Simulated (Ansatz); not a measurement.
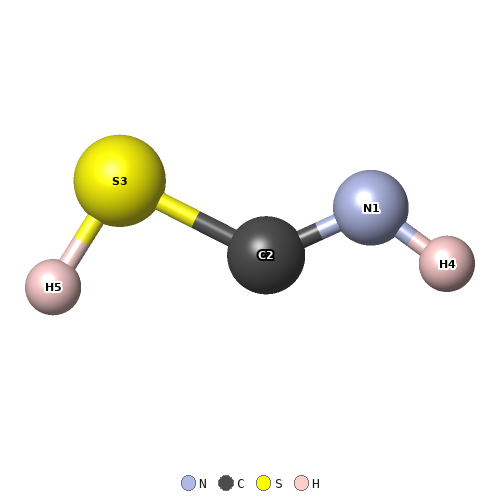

The system is CH₂NS, SMILES N=[C]S, spin multiplicity 2; the picture shows the grid point nearest to the relaxed geometry. Two internal coordinates are moved rigidly from the geometry relaxed at PBE0-D4/def2-TZVP, all others fixed. First axis: bond C2–S3. Second axis: angle N1–C2–S3. The scan uses a 7 × 7 grid. Energies are in eV, from the lowest grid point. Method: Ansatz 0.2.0, UKS PBE-D4/def2-TZVPP.

Its coordinates:

```tsv
atom	x (Å)	y (Å)	z (Å)
N	-0.5787	-1.1325	0.3171
C	-0.1511	-0.0765	-0.1455
S	1.0625	1.0101	0.5314
H	-1.2851	-1.6479	-0.1989
H	1.0028	1.8930	-0.4771
```

Range: bond C2–S3 from 1.554 to 2.072 Å; angle N1–C2–S3 from 110.6 to 146.6°.

What landscape does the calculation give?

Answer. The lowest grid point is at bond C2–S3 = 1.764 Å, angle N1–C2–S3 = 128.6°. It is the only kind of minimum in the scanned range. The highest grid point, bond C2–S3 = 1.554 Å, angle N1–C2–S3 = 110.6°, lies 0.98 eV above the lowest. Round the minimum the valley is somewhat tilted: raising bond C2–S3 shifts the best value of angle N1–C2–S3 downwards (coupling k₁₂/√(k₁₁k₂₂) about 0.3).

| angle N1–C2–S3 ↓, bond C2–S3 → | 1.554 | 1.605 | 1.678 | 1.764 | 1.860 | 1.963 | 2.072 |
| --- | --- | --- | --- | --- | --- | --- | --- |
| 146.6 | 0.48 | 0.29 | 0.18 | 0.22 | 0.39 | 0.62 | 0.86 |
| 140.6 | 0.45 | 0.23 | 0.10 | 0.11 | 0.25 | 0.47 | 0.71 |
| 134.6 | 0.45 | 0.21 | 0.05 | 0.03 | 0.16 | 0.36 | 0.60 |
| 128.6 | 0.49 | 0.23 | 0.04 | 0.00 | 0.10 | 0.29 | 0.53 |
| 122.6 | 0.58 | 0.30 | 0.08 | 0.02 | 0.10 | 0.27 | 0.50 |
| 116.6 | 0.74 | 0.43 | 0.19 | 0.10 | 0.15 | 0.31 | 0.52 |
| 110.6 | 0.98 | 0.65 | 0.37 | 0.25 | 0.27 | 0.40 | 0.59 |

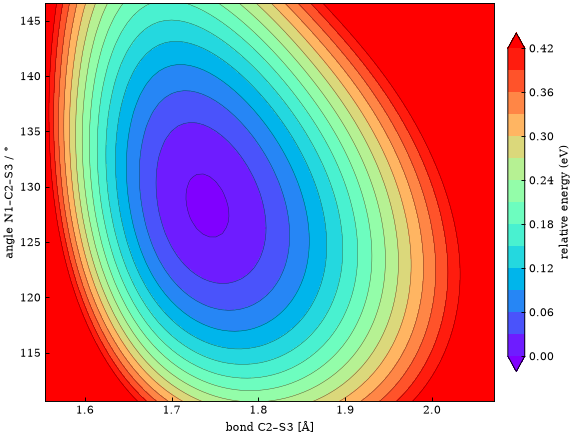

Drawn: filled contours, one colour for all values above the top of the scale. Between grid points the surface is interpolated.
